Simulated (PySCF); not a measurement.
# Ce(NH2)3: other functionals and bases at one geometry

Aim: see how levels, charges and forces of Ce(NH2)3 depend on the level of theory. The structure is generated, not taken from experiment.

Program: PySCF 2.14.0. Level of theory: several levels, as the steps say, no spin–orbit coupling. These are calculated values, not measurements.

1 further run of the same task is left out (for a known fault of the program).

**1. Starting geometry**

10 atoms, charge 0, spin multiplicity 1.

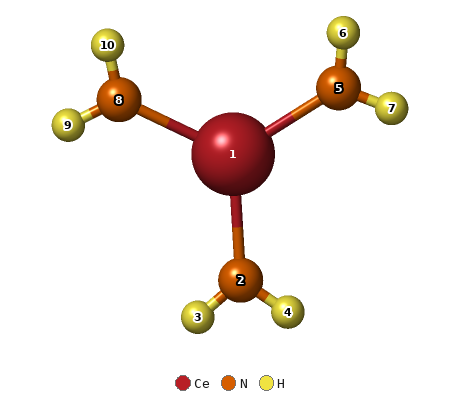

The geometry (cerium red, nitrogen orange, hydrogen yellow); atoms are numbered from 1 in the order of the file.

Geometry (Å):

| atom | x (Å) | y (Å) | z (Å) |
| --- | --- | --- | --- |
| Ce1 | -0.0080 | -0.0190 | -0.1638 |
| N2 | 2.2670 | -0.0045 | -0.0101 |
| H3 | 2.8884 | -0.8022 | 0.1395 |
| H4 | 2.8838 | 0.8098 | -0.0425 |
| N5 | -1.1362 | 1.9615 | -0.2430 |
| H6 | -2.1450 | 2.1189 | -0.2074 |
| H7 | -0.7225 | 2.8956 | -0.2640 |
| N8 | -1.1398 | -1.9663 | 0.1903 |
| H9 | -0.7369 | -2.8912 | 0.3531 |
| H10 | -2.1509 | -2.1026 | 0.2479 |

Formal oxidation states: Ce +3. Each metal's 1 4f electrons lie in its core potential, so multiplicities, spins and levels count the valence alone. An earlier session relaxed this geometry at PBE0, Ce lcecp-1-SVP with ECP47, N def2-SVP, H def2-SVP (singlet, point group Cs).

At PBE0 on the finer grid: E = -199.860432 Eh, HOMO -5.84 eV, LUMO -1.07 eV, Mulliken charge on Ce1 +0.99 e, largest force component 0.022 eV/Å. 

Levels to run: TPSS; PBE; PBE0, TZVP. Hardware: 2 threads of Arm Neoverse V1, shared host.

**2. TPSS**

Input file run.py (the lines that set the calculation):

```python
mol = gto.M(atom='''
Ce    -0.00799    -0.01903    -0.16377
N      2.26703    -0.00447    -0.01014
H      2.88844    -0.80219     0.13953
H      2.88384     0.80982    -0.04249
N     -1.13617     1.96151    -0.24299
H     -2.14504     2.11891    -0.20741
H     -0.72253     2.89556    -0.26395
N     -1.13984    -1.96630     0.19025
H     -0.73687    -2.89119     0.35308
H     -2.15087    -2.10262     0.24788''',
    basis={'Ce': 'lcecp-1-SVP', 'N': 'def2-SVP', 'H': 'def2-SVP'},
    ecp={'Ce': 'lcecp-1-SVP'},
    charge=0, spin=0)
mf = dft.RKS(mol, xc='TPSS')
mf.grids.atom_grid = (75, 302)  # f atoms: unpruned, at least (60, 302)
mf = mf.density_fit()  # fitting sets: Ce AutoAux, N def2-universal-JKFIT, H def2-universal-JKFIT
mf.conv_tol = 1e-08; mf.max_cycle = 55
mf.kernel(dm0)  # dm0: the density of the relaxed state
```

Started as:

```sh
$ OMP_NUM_THREADS=2 python run.py
```

**3. PBE**

run.py (the lines that set the calculation), as its differences from that of step 2:

```diff
@@ -14,3 +14,3 @@
     charge=0, spin=0)
-mf = dft.RKS(mol, xc='TPSS')
+mf = dft.RKS(mol, xc='PBE')
 mf.grids.atom_grid = (75, 302)  # f atoms: unpruned, at least (60, 302)
```

**4. PBE0, TZVP**

Basis: Ce lcecp-1-TZVP with ECP47, N def2-TZVP, H def2-TZVP. 

run.py (the lines that set the calculation), as its differences from that of step 3:

```diff
@@ -11,6 +11,6 @@
 H     -2.15087    -2.10262     0.24788''',
-    basis={'Ce': 'lcecp-1-SVP', 'N': 'def2-SVP', 'H': 'def2-SVP'},
-    ecp={'Ce': 'lcecp-1-SVP'},
+    basis={'Ce': 'lcecp-1-TZVP', 'N': 'def2-TZVP', 'H': 'def2-TZVP'},
+    ecp={'Ce': 'lcecp-1-TZVP'},
     charge=0, spin=0)
-mf = dft.RKS(mol, xc='PBE')
+mf = dft.RKS(mol, xc='PBE0')
 mf.grids.atom_grid = (75, 302)  # f atoms: unpruned, at least (60, 302)
@@ -18,2 +18,2 @@
 mf.conv_tol = 1e-08; mf.max_cycle = 55
-mf.kernel(dm0)  # dm0: the density of the relaxed state
+mf.kernel(dm0)  # dm0: free metal ions and neutral atoms
```

Q: Predict the outcome of this session. Wanted: for each run, HOMO; gap; charge on Ce1; dipole; largest force.

The runs gave:

| level | state | HOMO (eV) | gap (eV) | charge on Ce1 (e) | dipole (D) | largest force (eV/Å) | basis functions | time |
| --- | --- | --- | --- | --- | --- | --- | --- | --- |
| PBE0 (relaxed here) | singlet | -5.84 | 4.77 | 0.99 | 0.53 | 0.02 | 105 | 17 s |
| TPSS | singlet | -4.57 | 3.10 | 0.90 | 0.50 | 0.33 | 105 | 9.6 s |
| PBE | singlet | -4.54 | 2.84 | 0.79 | 0.48 | 0.39 | 105 | 6.9 s |
| PBE0, TZVP | singlet | -6.03 | 4.91 | 1.56 | 0.58 | 0.44 | 176 | 15 s |

Times are on 2 threads of Arm Neoverse V1, shared host; the first row also made further properties.

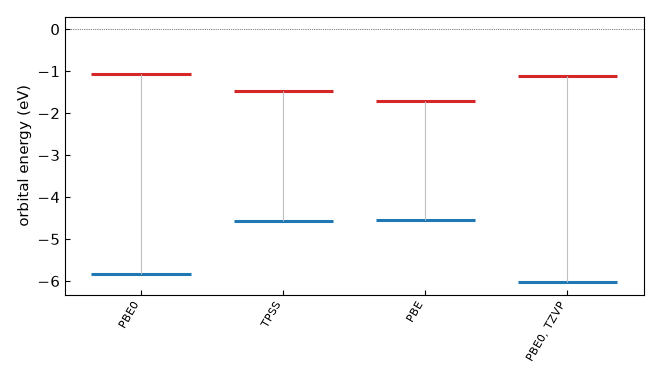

Highest filled and lowest empty level, method by method.

In one basis the HOMO–LUMO gap runs from 2.84 eV (PBE) to 4.77 eV (PBE0). The largest leftover force, 0.44 eV/Å with PBE0, TZVP, stands at a geometry relaxed at another level. The Mulliken charge on Ce spans +0.79 to +1.56 e over the levels. With 4f in the core, its levels are missing from HOMO and gap. Total energies of different levels can't be compared. Spin–orbit coupling is left out throughout.
